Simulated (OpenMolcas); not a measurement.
# GeH3O2F (SMILES [OH][GeH]([OH])[F]) at 6 levels

We compute a comparison of 6 runs (HF/STO-3G, HF/3-21G, B3LYP/6-31G*, M06-L/def2-SVP, PBE/def2-SVP, r2SCAN/def2-SVP) of GeH3O2F. 

The calculation is run with OpenMolcas 26.06.

### 1 The molecule

GeH3O2F: 7 atoms, total charge 0, spin state singlet. As SMILES, `[OH][GeH]([OH])[F]`. Geometry: relaxed at PBE0-D4/def2-TZVP. This is one conformer, not always the lowest.

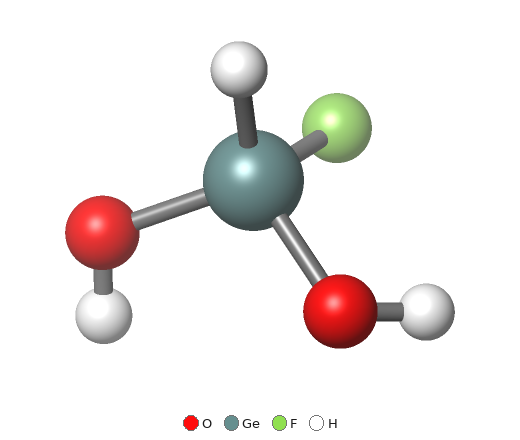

Viewed from a chosen angle; oxygen red, germanium teal, fluorine green, hydrogen white.

### 2 Energy and forces at HF/STO-3G (run 1)

test.input

```
&GATEWAY
  BasLib=$CurrDir
  Coord
  7
  angstrom
  O       -0.352900       1.140300      -0.859300
  Ge      -0.107500      -0.026800       0.432400
  O        1.518200      -0.656000       0.307600
  F       -1.260300      -1.284500       0.113200
  H       -1.209200       1.041800      -1.283900
  H       -0.331400       0.485800       1.847500
  H        1.804400      -0.768700      -0.603100
  Basis=STO-3G
  Group=NoSym

&SEWARD

&SCF
  Thresholds=1e-10 1e-07 1e-07 1e-05
  PrOrbitals=1 1

&ALASKA
```

The basis set STO-3G is read from a file made from the Basis Set Exchange's data (not shown).

Run with:

```sh
$ export MOLCAS_MEM=1860
$ pymolcas test.input > test.log
```

Log:

```text
--- Start Module: gateway ---
[...]
--- Stop Module: gateway /rc=_RC_ALL_IS_WELL_ ---
[...]
      Basis functions           36
[...]
--- Start Module: scf ---
[...]
       Convergence after  13 Iterations
[...]
::    Total SCF energy                              -2299.2498970870
[...]
      Total spin, S                                     0.0000000000
[...]
      Total electronic charge=   60.000000
      Total            charge=   -0.000000
[...]
      Dipole Moment (debye):
      Origin of the operator (angstrom)=   -0.1015   -0.1397    0.1974
                   X= -8.2156E-01               Y=  3.4559E-01               Z= -4.2147E-01           Total=  9.8591E-01
      Quadrupole Moment (debye*angstrom):
[...]
--- Stop Module: scf /rc=_RC_ALL_IS_WELL_ ---
--- Start Module: alaska ---
[...]
 *              Molecular gradients               *
 **************************************************
  Irreducible representation: a
 ------------------------------------------------------------------------------------------
                              X                       Y                       Z
 ------------------------------------------------------------------------------------------
  O1               -3.50686695576297E-02    5.84064926205841E-03   -2.85886525847268E-02
  GE2               1.32392475460033E-02    6.97635684176845E-03   -5.05536455758460E-04
  O3                2.58704055046941E-02   -9.93968475603069E-03   -3.30683764719955E-02
  F4               -2.19610652742510E-02   -2.06211524021569E-02   -4.91798543210731E-03
  H5                2.65075529990568E-02    8.21618031535026E-03    7.83300478404136E-03
  H6               -6.44147510578796E-03    8.57460790732123E-03    3.13138675432896E-02
  H7               -2.14599611203692E-03    9.53042831635553E-04    2.79336786172424E-02
 ------------------------------------------------------------------------------------------
--- Stop Module: alaska /rc=_RC_ALL_IS_WELL_ ---
[...]
```

Wall time 2.5 s (1 thread of Arm Neoverse V1, shared host); peak memory 0.37 GiB.

### 3 Energy and gradient at HF/3-21G (run 2)

input.xyz

```xyz
7

O     -0.352900     1.140300    -0.859300
Ge    -0.107500    -0.026800     0.432400
O      1.518200    -0.656000     0.307600
F     -1.260300    -1.284500     0.113200
H     -1.209200     1.041800    -1.283900
H     -0.331400     0.485800     1.847500
H      1.804400    -0.768700    -0.603100
```

job.input

```
&GATEWAY
BasLib=$CurrDir
Coord=input.xyz
Basis=3-21G
Group=NoSym
&SEWARD
&SCF
Thresholds=1e-10 1e-07 1e-07 1e-05
PrOrbitals=1
&ALASKA
```

The basis set 3-21G is read from a file made from the Basis Set Exchange's data (not shown).

Run with:

```sh
$ export MOLCAS_MEM=1860
$ pymolcas job.input > job.log
```

Log:

```text
--- Start Module: gateway ---
[...]
--- Stop Module: gateway /rc=_RC_ALL_IS_WELL_ ---
[...]
      Basis functions           55
[...]
--- Start Module: scf ---
[...]
       Convergence after  13 Iterations
[...]
::    Total SCF energy                              -2315.0084435236
[...]
      Total spin, S                                     0.0000000000
[...]
      Total electronic charge=   60.000000
      Total            charge=   -0.000000
[...]
      Dipole Moment (debye):
      Origin of the operator (angstrom)=   -0.1015   -0.1397    0.1974
                   X= -9.4246E-01               Y=  8.3296E-01               Z= -8.8540E-01           Total=  1.5382E+00
      Quadrupole Moment (debye*angstrom):
[...]
--- Stop Module: scf /rc=_RC_ALL_IS_WELL_ ---
[...]
--- Start Module: alaska ---
[...]
 *              Molecular gradients               *
 **************************************************
  Irreducible representation: a
 ------------------------------------------------------------------------------------------
                              X                       Y                       Z
 ------------------------------------------------------------------------------------------
  O1                8.34916125318441E-04    2.44304810420388E-02   -2.15518549955007E-02
  GE2              -1.53958778788266E-03    1.14695906780113E-02   -5.10535355314090E-04
  O3                3.03181363540403E-02   -9.09013357206412E-03    4.96620754524635E-03
  F4               -2.16660193866005E-02   -2.42568462177069E-02   -2.34954833841972E-03
  H5                4.64439019363194E-03   -7.75461601656820E-03    1.12083538145473E-02
  H6                1.80063512322137E-04    9.36369835767170E-04    5.57596948980610E-03
  H7               -1.27718990108940E-02    4.26515425045015E-03    2.66140783966584E-03
 ------------------------------------------------------------------------------------------
--- Stop Module: alaska /rc=_RC_ALL_IS_WELL_ ---
[...]
```

It took 3.3 s on 1 thread of Arm Neoverse V1, shared host; peak memory 0.39 GiB.

Runs 3 to 5 aren't shown in full; the table further down has their settings and results.

### 4 Energy and gradient at r2SCAN/def2-SVP (run 6)

calc.inp

```
&GATEWAY
  BasLib=$CurrDir
  Coord
  7
  angstrom
  O       -0.352900       1.140300      -0.859300
  Ge      -0.107500      -0.026800       0.432400
  O        1.518200      -0.656000       0.307600
  F       -1.260300      -1.284500       0.113200
  H       -1.209200       1.041800      -1.283900
  H       -0.331400       0.485800       1.847500
  H        1.804400      -0.768700      -0.603100
  Basis=def2-SVP
  Group=NoSym

&SEWARD
  GridInput
  Grid=UltraFine
  End of Grid

&SCF
  KSDFT=2
  1.0 MGGA_X_R2SCAN
  1.0 MGGA_C_R2SCAN
  Thresholds=1e-10 1e-07 1e-07 1e-05
  PrOrbitals=1

&ALASKA
```

The basis set def2-SVP is read from a file made from the Basis Set Exchange's data (not shown).

Run with:

```sh
$ export MOLCAS_MEM=1860
$ pymolcas calc.inp > calc.log
```

Log:

```text
--- Start Module: gateway ---
[...]
--- Stop Module: gateway /rc=_RC_ALL_IS_WELL_ ---
[...]
      Basis functions           89
[...]
--- Start Module: scf ---
[...]
       Convergence after  14 Iterations
[...]
::    Total KS-DFT energy                           -2328.6028552993
[...]
      Total spin, S                                     0.0000000000
[...]
      Total electronic charge=   60.000000
      Total            charge=   -0.000000
[...]
      Dipole Moment (debye):
      Origin of the operator (angstrom)=   -0.1015   -0.1397    0.1974
                   X= -4.3704E-01               Y=  8.1716E-01               Z= -7.8122E-01           Total=  1.2120E+00
      Quadrupole Moment (debye*angstrom):
[...]
--- Stop Module: scf /rc=_RC_ALL_IS_WELL_ ---
[...]
--- Start Module: alaska ---
[...]
 *              Molecular gradients               *
 **************************************************
  Irreducible representation: a
 ------------------------------------------------------------------------------------------
                              X                       Y                       Z
 ------------------------------------------------------------------------------------------
  O1               -5.69466568443477E-03   -2.39599803430934E-03   -5.89403460953264E-04
  GE2               1.43464418676853E-04   -1.76170845099755E-03   -3.13439859500519E-03
  O3               -5.87996060360751E-04   -1.19048240131647E-04   -6.35321072206807E-03
  F4                2.30690003491674E-03    2.38691927572532E-03    9.18827619707407E-04
  H5                5.90876956403186E-03    8.31317561678313E-04    2.64289979918431E-03
  H6               -6.52716128647590E-04    4.17885846951016E-04    5.61712451629504E-04
  H7               -1.42375614428714E-03    6.40632040833200E-04    5.95357290729481E-03
 ------------------------------------------------------------------------------------------
--- Stop Module: alaska /rc=_RC_ALL_IS_WELL_ ---
[...]
```

Wall time 37 s (1 thread of Arm Neoverse V1, shared host); peak memory 0.49 GiB.

### 5 All runs side by side

| run | level | integration grid | energy (Eh) | dipole moment (D) | HOMO energy (eV) | LUMO energy (eV) | wall time |
| --- | --- | --- | --- | --- | --- | --- | --- |
| 1 | HF/STO-3G | – | -2299.249897 | 0.99 | -9.47 | 10.92 | 2.5 s |
| 2 | HF/3-21G | – | -2315.008444 | 1.54 | -13.29 | 4.73 | 3.3 s |
| 3 | B3LYP/6-31G* (spherical functions) | UltraFine | -2328.914664 | 1.21 | -8.77 | 0.09 | 29 s |
| 4 | M06-L/def2-SVP | UltraFine | -2328.636816 | 1.18 | -7.78 | -0.03 | 37 s |
| 5 | PBE/def2-SVP | UltraFine | -2328.152318 | 1.19 | -7.34 | -0.53 | 33 s |
| 6 | r2SCAN/def2-SVP | UltraFine | -2328.602855 | 1.21 | -7.84 | -0.08 | 37 s |

### 6 What came out

```
                       quantity           value
            run 6: total energy  -2328.60286 Eh
           run 6: dipole moment          1.21 D
             run 6: HOMO energy        -7.84 eV
             run 6: LUMO energy        -0.08 eV
           run 6: HOMO–LUMO gap         7.75 eV
run 6: largest force on an atom      0.336 eV/Å
```

The dipole moment (its size) runs from 0.99 D (HF/STO-3G) to 1.54 D (HF/3-21G). The HOMO–LUMO gap runs from 6.81 eV (PBE/def2-SVP) to 20.39 eV (HF/STO-3G). The two ends differ in method and basis. Totals of different functionals can't be ranked against each other. In run 1 the basis is minimal, so the values are rough. All runs together took 2.4 min, the longest 37 s.
